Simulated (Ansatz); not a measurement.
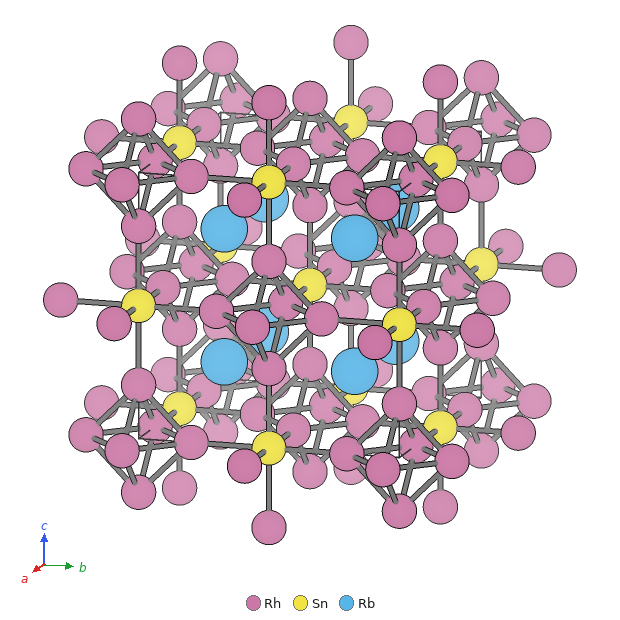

Rb2SnRh6 (space group Fm-3m, No. 225). Coordinates: coordinates from a relaxation with DFT, PAW plane waves, r2scan (Ansatz 0.2.0); the starting structure was generated, so it need not be a known form of this composition.

Bonds are taken as Rh–Rh below 2.9 Å and Rh–Sn below 3.1 Å; Rb is left out of the net, as the electropositive filling of the structure. The graph is simplified in the usual way: terminal and isolated atoms are pruned, two-connected atoms become edges.

Question: What kind of net remains, and which atoms are its nodes?

Answer: A binodal (5,6)-connected, three-periodic net: Rh is a 5-connected node; Sn is a 6-connected node, in the ratio 6:1.

Question: Is the net interpenetrated?

Answer: It is a single net, without interpenetration.

Question: Give the point symbol of each node (shortest cycle at each angle).

Answer: Rh: 3^4.4^2.6^4; Sn: 6^12.10^3.

Question: Give the first ten terms of the coordination sequence (nodes one, two, three … edges away).

Answer: Rh: 5, 10, 37, 62, 61, 142, 185, 170, 301, 366; Sn: 6, 24, 18, 54, 126, 84, 150, 294, 218, 312.

The simplified net, drawn on the atoms' positions. Nodes are coloured by element. Edges to nodes outside the piece are drawn as stubs.

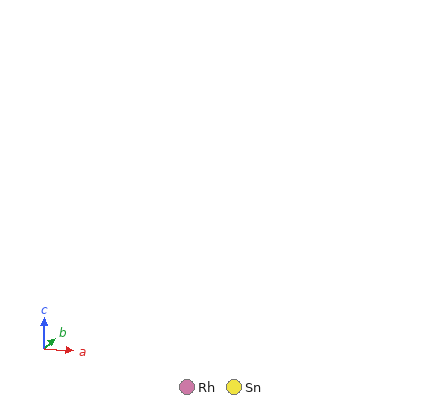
